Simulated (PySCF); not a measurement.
# C2H4BrFSi: electronic excitations and core binding energies

What electronic excitations and core binding energies should C2H4BrFSi (`C=C[Si@@H](F)Br`) show?

The runs use PySCF 2.14.0, with density-fitted response routines of our own; the level of theory stands in each step. All values are computed, except where a source is named. Atoms count from 0, in the outputs and in this text.

**1. The starting structure**

9 atoms, charge 0, multiplicity 1; geometry from: GFN2-xTB.

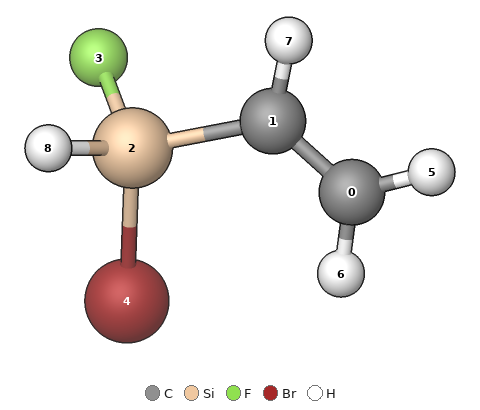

The starting geometry (carbon grey, silicon light orange, fluorine green, bromine red, hydrogen white), atoms numbered; sticks join atoms by distance.

**2. TDDFT and polarisability: B3LYP/def2-SVPD**

Job settings and geometry (Å):

```
{"job": {"kind": "uv", "xc": "B3LYP", "basis": "def2-SVPD", "nstates": 8, "ntriplets": 3}, "charge": 0, "multiplicity": 1}
C     -1.559862    -0.170806    -0.112883
C     -0.508212     0.439254     0.413459
Si     1.271520     0.126741    -0.067893
F      2.124159    -0.165850     1.260262
Br     1.405075    -1.714666    -1.267797
H     -2.566703     0.048474     0.205105
H     -1.464164    -0.924099    -0.879831
H     -0.667141     1.185136     1.182304
H      1.978889     1.181809    -0.757904
```

With the program's defaults for keys left out, this is: TDDFT B3LYP/def2-SVPD, vertical, gas phase, core orbitals frozen in the response.

On the command line:

```bash
$ OMP_NUM_THREADS=1 python probes_run.py task.json out
```

The driver reads the jobs from task.json and runs them one after another.

The log of the run:

```text
coarse grid: 39296 points
cycle   1  E = -3041.6514322018  dE = -6.587e-01  |g| = 5.901e-01  |ddm| = 4.190e+00
cycle   2  E = -3041.5624455043  dE =  8.899e-02  |g| = 9.418e-01  |ddm| = 1.626e+00
cycle   3  E = -3041.7188438734  dE = -1.564e-01  |g| = 9.708e-02  |ddm| = 9.068e-01
cycle   4  E = -3041.7206299165  dE = -1.786e-03  |g| = 3.140e-02  |ddm| = 1.601e-01
cycle   5  E = -3041.7208690821  dE = -2.392e-04  |g| = 6.056e-03  |ddm| = 4.200e-02
cycle   6  E = -3041.7208729192  dE = -3.837e-06  |g| = 3.893e-03  |ddm| = 1.143e-02
cycle   7  E = -3041.7208770724  dE = -4.153e-06  |g| = 3.438e-04  |ddm| = 4.749e-03
final grid: 80512 points
cycle   8  E = -3041.7209476072  dE =  1.454e-09  |g| = 5.591e-04  |ddm| = 4.271e-03
cycle   9  E = -3041.7209474237  dE =  1.835e-07  |g| = 1.007e-03  |ddm| = 1.744e-03
cycle  10  E = -3041.7209476861  dE = -2.624e-07  |g| = 6.980e-05  |ddm| = 1.149e-03
cycle  11  E = -3041.7209476874  dE = -1.344e-09  |g| = 1.662e-05  |ddm| = 1.110e-04
cycle  12  E = -3041.7209476875  dE = -4.638e-11  |g| = 3.533e-06  |ddm| = 1.870e-05
converged SCF energy = -3041.7209476875

Static polarisability (au): isotropic 69.379, principal 54.354 75.173 78.611

Singlet excitations
state   eV       nm        f      main configurations
  1   6.0312    205.6   0.00022   H->L 0.64, H-1->L 0.32
  2   6.3355    195.7   0.00814   H-2->L 0.55, H-1->L 0.34, H->L 0.10
  3   6.8106    182.0   0.00552   H-3->L 0.93
  4   7.0084    176.9   0.01026   H->L+1 0.94
  5   7.0562    175.7   0.26716   H-2->L 0.39, H-1->L 0.30, H->L 0.19
  6   7.1709    172.9   0.02169   H-1->L+1 0.94
  7   7.3856    167.9   0.03741   H-2->L+1 0.94
  8   7.8559    157.8   0.00817   H-4->L 0.83, H->L+2 0.09

Triplet excitations (Tamm-Dancoff, eV): 4.3390 5.8017 6.2549
```

Wall time 25 s (1 thread of Arm Neoverse V1, shared host); peak memory 0.63 GiB.

The orbitals next to the gap, with their largest atomic shares:

```csv
orbital,eV,atoms
HOMO−3,-9.43,"C1 24 %, Br4 18 %, Si2 15 %"
HOMO−2,-8.62,"Br4 59 %, C1 12 %, C0 12 %"
HOMO−1,-8.44,"Br4 49 %, C1 18 %, C0 15 %"
HOMO,-8.29,"Br4 57 %, C1 17 %, C0 13 %"
LUMO,-1.36,"C0 36 %, C1 30 %, Si2 13 %"
LUMO+1,-0.23,"Br4 39 %, Si2 27 %, H8 11 %"
LUMO+2,0.48,"Si2 33 %, C0 14 %, Br4 14 %"
```

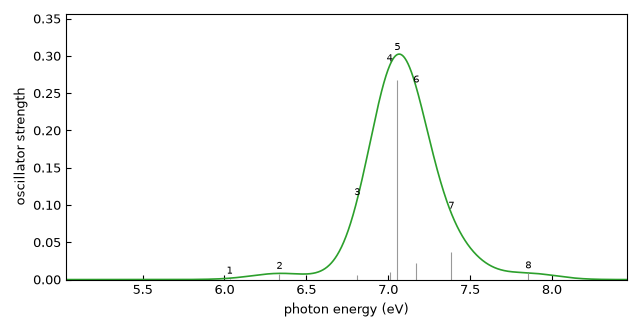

Absorption spectrum from the 8 singlet states computed; above the last one it falls off for lack of states. Lines are broadened to a width of 0.40 eV (Gaussian).

Ground-state properties from the same run:

```csv
property,computed
dipole moment (D),2.39
polarisability (Å³),10.28
HOMO–LUMO gap (eV),6.93
−ε(HOMO) (eV),8.29
```

**3. Core-electron binding energies: SCAN, X2C**

Same as in step 2 but for these lines:

```diff
@@ -1,2 +1,2 @@
-{"job": {"kind": "uv", "xc": "B3LYP", "basis": "def2-SVPD", "nstates": 8, "ntriplets": 3}, "charge": 0, "multiplicity": 1}
+{"job": {"kind": "xps"}, "charge": 0, "multiplicity": 1}
 C     -1.559862    -0.170806    -0.112883
```

Method: delta-SCF UKS SCAN, pcX-2 on the ionised atom, pcseg-1 elsewhere, spin-free X2C.

The log of the run:

```text
ground state, core basis on atom 0 (C), 138 functions
  cycle   1  E = -3067.17159528  |g| = 6.02e-01
  cycle   2  E = -3067.05812029  |g| = 1.01e+00
  cycle   3  E = -3067.24491156  |g| = 1.31e-01
  cycle   4  E = -3067.24830223  |g| = 3.41e-02
  cycle   5  E = -3067.24856363  |g| = 1.33e-02
  cycle   6  E = -3067.24859731  |g| = 6.76e-03
  cycle   7  E = -3067.24860654  |g| = 1.20e-03
  cycle   8  E = -3067.24860512  |g| = 2.42e-04
  E(ground) = -3067.42611398 Eh
hole in C 1s of atom 0
  cycle   1  E = -3055.97504422  |g| = 1.50e+00
  cycle   2  E = -3053.88339434  |g| = 2.14e+00
  cycle   3  E = -3056.22392470  |g| = 6.89e-01
  cycle   4  E = -3056.44961787  |g| = 4.52e-01
  cycle   5  E = -3056.53531115  |g| = 1.90e-01
  cycle   6  E = -3056.55224863  |g| = 3.73e-02
  cycle   7  E = -3056.55271958  |g| = 2.34e-02
  cycle   8  E = -3056.55296161  |g| = 7.55e-03
  cycle   9  E = -3056.55301147  |g| = 3.93e-03
  cycle  10  E = -3056.55303284  |g| = 2.34e-03
  cycle  11  E = -3056.55304198  |g| = 1.32e-03
  cycle  12  E = -3056.55304796  |g| = 4.23e-04
  E(ion) = -3056.72951310 Eh   <S^2> = 0.8022   hole on atom = 1.000   binding energy = 291.069 eV
ground state, core basis on atom 1 (C), 138 functions
  cycle   1  E = -3067.24965019  |g| = 6.26e-02
  cycle   2  E = -3067.24885491  |g| = 6.19e-02
  cycle   3  E = -3067.24946184  |g| = 3.91e-02
  cycle   4  E = -3067.24988391  |g| = 4.94e-03
  cycle   5  E = -3067.24989981  |g| = 8.66e-04
  cycle   6  E = -3067.24989650  |g| = 3.41e-04
  E(ground) = -3067.42749786 Eh
hole in C 1s of atom 1
  cycle   1  E = -3055.98679460  |g| = 1.51e+00
  cycle   2  E = -3053.55974597  |g| = 2.22e+00
  cycle   3  E = -3056.25000888  |g| = 6.78e-01
  cycle   4  E = -3056.51613208  |g| = 3.29e-01
  cycle   5  E = -3056.54908183  |g| = 1.92e-01
  cycle   6  E = -3056.56660047  |g| = 3.75e-02
  cycle   7  E = -3056.56724243  |g| = 1.71e-02
  cycle   8  E = -3056.56742801  |g| = 6.85e-03
  cycle   9  E = -3056.56745655  |g| = 4.21e-03
  cycle  10  E = -3056.56747505  |g| = 1.90e-03
  cycle  11  E = -3056.56748248  |g| = 9.43e-04
  cycle  12  E = -3056.56748227  |g| = 2.70e-04
  E(ion) = -3056.74381972 Eh   <S^2> = 0.7935   hole on atom = 1.000   binding energy = 290.718 eV
ground state, core basis on atom 2 (Si), 149 functions
  cycle   1  E = -3067.35485367  |g| = 2.90e-01
  cycle   2  E = -3067.35437263  |g| = 6.81e-02
  cycle   3  E = -3067.35235392  |g| = 1.03e-01
  cycle   4  E = -3067.35524408  |g| = 2.09e-02
  cycle   5  E = -3067.35534709  |g| = 3.46e-03
  cycle   6  E = -3067.35534877  |g| = 3.60e-04
  E(ground) = -3067.49011763 Eh
hole in Si 1s of atom 2
  cycle   1  E = -2998.36133444  |g| = 4.35e+00
  cycle   2  E = -2997.71384039  |g| = 2.48e+00
  cycle   3  E = -2998.31306811  |g| = 1.27e+00
  cycle   4  E = -2999.26315143  |g| = 5.18e-01
  cycle   5  E = -2999.36794679  |g| = 2.90e-01
  cycle   6  E = -2999.41374289  |g| = 5.65e-02
  cycle   7  E = -2999.41536476  |g| = 1.37e-02
  cycle   8  E = -2999.41546764  |g| = 7.08e-03
  cycle   9  E = -2999.41548997  |g| = 2.79e-03
  cycle  10  E = -2999.41549430  |g| = 1.06e-03
  cycle  11  E = -2999.41549646  |g| = 4.76e-04
  E(ion) = -2999.55665269 Eh   <S^2> = 0.7523   hole on atom = 1.000   binding energy = 1848.564 eV
hole in Si 2p of atom 2
  cycle   1  E = -3063.02875930  |g| = 1.24e+00
  cycle   2  E = -3062.39869719  |g| = 1.48e+00
  cycle   3  E = -3063.15930924  |g| = 5.45e-01
  cycle   4  E = -3063.33125470  |g| = 1.97e-01
  cycle   5  E = -3063.34556464  |g| = 1.12e-01
  cycle   6  E = -3063.35284611  |g| = 1.61e-02
  cycle   7  E = -3063.35297325  |g| = 5.59e-03
  cycle   8  E = -3063.35298027  |g| = 3.91e-03
  cycle   9  E = -3063.35298837  |g| = 9.57e-04
  cycle  10  E = -3063.35298698  |g| = 4.58e-04
  E(ion) = -3063.49731829 Eh   <S^2> = 0.7519   hole on atom = 1.003   binding energy = 108.650 eV
  2p3/2 = 108.503 eV   2p1/2 = 109.133 eV
ground state, core basis on atom 3 (F), 138 functions
  cycle   1  E = -3067.29447773  |g| = 1.25e-01
  cycle   2  E = -3067.29371410  |g| = 9.19e-02
  cycle   3  E = -3067.29430326  |g| = 6.81e-02
  cycle   4  E = -3067.29493842  |g| = 7.17e-03
  cycle   5  E = -3067.29495558  |g| = 1.77e-03
  cycle   6  E = -3067.29495270  |g| = 5.99e-04
  cycle   7  E = -3067.29495263  |g| = 1.00e-04
  E(ground) = -3067.47407902 Eh
hole in F 1s of atom 3
  cycle   1  E = -3040.94659987  |g| = 2.58e+00
  cycle   2  E = -3040.81829904  |g| = 2.14e+00
  cycle   3  E = -3041.75286331  |g| = 4.14e-01
  cycle   4  E = -3041.74060245  |g| = 3.94e-01
  cycle   5  E = -3041.84021019  |g| = 6.80e-02
  cycle   6  E = -3041.84237316  |g| = 3.59e-02
  cycle   7  E = -3041.84307579  |g| = 5.39e-03
  cycle   8  E = -3041.84309029  |g| = 2.44e-03
  cycle   9  E = -3041.84309709  |g| = 7.88e-04
  cycle  10  E = -3041.84309654  |g| = 2.89e-04
  E(ion) = -3042.02774777 Eh   <S^2> = 0.7567   hole on atom = 1.000   binding energy = 692.430 eV
```

Run time: 31 s. Hardware: 1 thread of Arm Neoverse V1, shared host; peak memory 0.46 GiB.

The holes in one table. −ε is the ground-state orbital energy:

```csv
hole,stands for,environment,ΔSCF (eV; 2p as the shell's mean),−ε (eV),⟨S²⟩
C1s on C0,C0,terminal =CH2 carbon,291.07,274.4,0.802
C1s on C1,C1,alkene CH,290.72,274.1,0.793
Si1s on Si2,Si2,"silicon bonded to C, Br, F, H",1848.56,1795.2,0.752
Si2p on Si2,Si2,"silicon bonded to C, Br, F, H",108.71,97.9,0.752
F1s on F3,F3,fluorine bonded to Si,692.43,666.5,0.757
```

With the spin-orbit splitting: Si2 2p3/2 108.50, 2p1/2 109.13 eV. The table gives each 2p level as the mean over the whole 2p shell (two parts 2p3/2, one part 2p1/2), which differs a little from the single hole in the log.

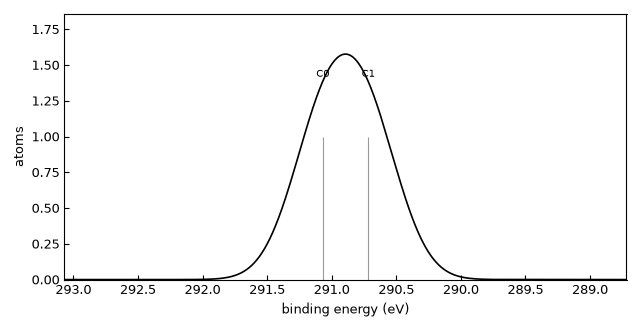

The C1s photoelectron lines, weighted by the number of atoms. Lines are broadened to a width of 0.60 eV (Gaussian).

**4. What came out**

| quantity | value |
| --- | --- |
| lowest singlet (B3LYP/def2-SVPD) | 6.03 eV (206 nm), f = 0.000 |
| brightest single state of those computed | state 5, 7.06 eV, f = 0.267 |
| lowest triplet | 4.34 eV |
| C1s binding energies, SCAN/pcX-2 | C0 291.07, C1 290.72 eV |
| Si1s binding energies, SCAN/pcX-2 | Si2 1848.56 eV |
| Si2p binding energies, SCAN/pcX-2 | Si2 108.71 eV |
| F1s binding energies, SCAN/pcX-2 | F3 692.43 eV |

The lowest singlet, at 6.03 eV, is HOMO→LUMO 0.64, HOMO−1→LUMO 0.32 and is dark; of the 8 states computed, the strongest absorption comes from state 5 at 7.06 eV. The lowest triplet lies 1.69 eV below the lowest singlet (triplets in Tamm-Dancoff, singlets in full TDDFT). The C1s levels kept as sound span 0.35 eV, from C1 (alkene CH) up to C0 (terminal =CH2 carbon).
